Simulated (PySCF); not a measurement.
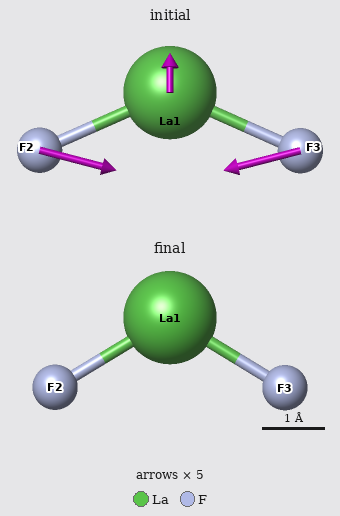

The structure of LaF$_{2}$ before (top) and after (bottom) a relaxation, at one scale. The purple arrows give the displacements, magnified 5 times.

Style: ball-and-stick. Shown at a tilt.

The calculation used PySCF, RKS PBE0, La lcecp-0-SVP with ECP47, F def2-SVP; non-relativistic Hamiltonian with scalar-relativistic core potentials; density fitting. (symmetry kept (C2v))

Question: What changed between the two?

Answer: The largest moves after the best rigid fit, 0.26 Å, are those of F2 and F3. Largest moves by element: F 0.26 Å, La 0.13 Å. Some distances before and after: La1–F2 2.322 → 2.191 Å. Bond angles that change, for instance: F2–La1–F3 131.8° → 117.0°. After 6 geometry steps the energy has fallen by 0.237 eV. The largest force component goes from 1.4 to 0.0024 eV/Å.
